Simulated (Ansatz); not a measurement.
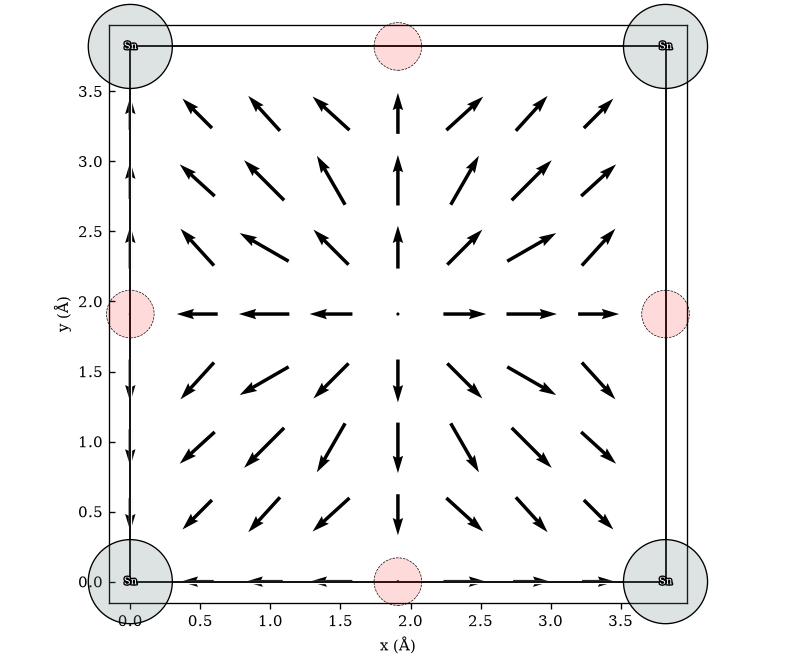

Cu on a two-dimensional sheet of SnO (4 atoms of substrate and one adsorbate in a 1 × 1 cell). Cu is moved over the surface cell at a fixed height above a rigid substrate; the origin of the map has the adsorbate above Sn4; the height is held at 3.00 Å. Places are given modulo a cell vector. The map is drawn in real space over the plane of the surface. The scan uses an 8 × 8 grid; 15 points were computed and 49 follow by symmetry. With one adsorbate in each 1 × 1 cell, its nearest image is 3.8 Å away, so neighbouring adsorbates interact. At a fixed height the lowest place need not be the adsorption site. The calculation used DFT PBE+D3(BJ), scalar-relativistic, plane waves, PAW in Ansatz 0.2.0. Settings: cutoff 420 eV, k-mesh 7×7×1, gaussian smearing 0.05 eV, spin-polarised.

Drawn: arrows along the force (downhill), their lengths compressed, labelled circles for the atoms of the top layer and small ones for the second layer, the outline of one cell of the plane.

Q: The arrows alone are given. Where is the energy lowest?

A: The arrows converge at the top site over a surface Sn atom, (0/8, 0/8) of the cell vectors (read from the interpolated surface).

The energy map of the same scan:

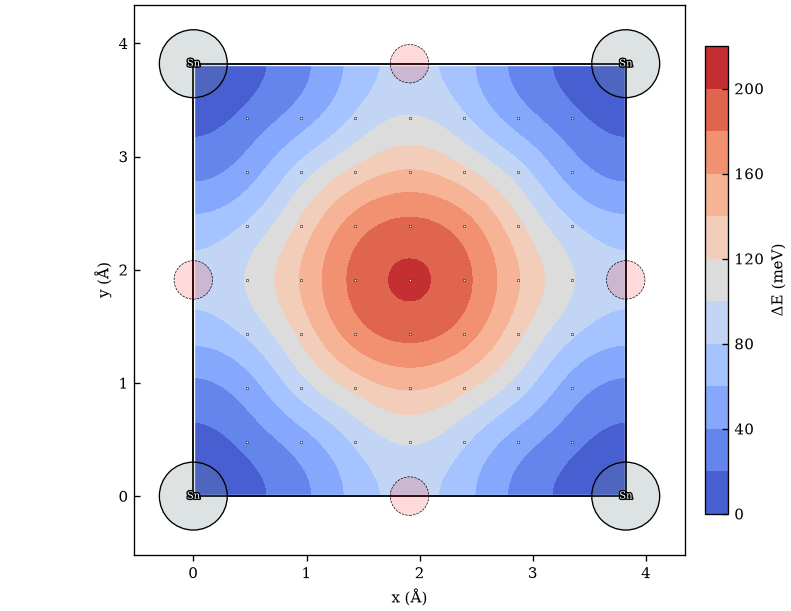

Energies are in meV, from the lowest grid point; between grid points the surface is interpolated.

PAW datasets: the set soft_1.
